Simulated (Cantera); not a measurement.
A closed system holds: 1 mol N₂O, 0.053 mol SO₂, 3 mol H₂, 0.19 mol O₂, at 10.0 mbar.

Method: chemical equilibrium by Gibbs-energy minimisation in Cantera with the NASA 1993 tables (ideal gas, pure condensed phases). Candidate condensed phases: H₂O, H₂SO₄, S; 35 gas species. Rates play no part.

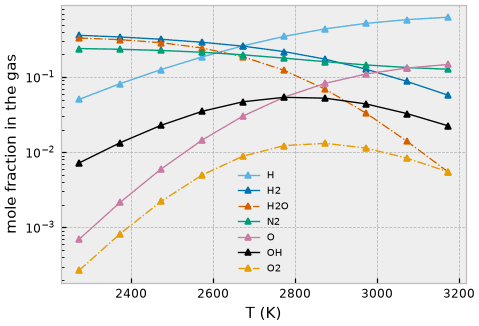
Fig. 1. Equilibrium gas composition (values under 1e-9 drawn at 1e-9)

From 2273 K to 3173 K nothing is condensed.
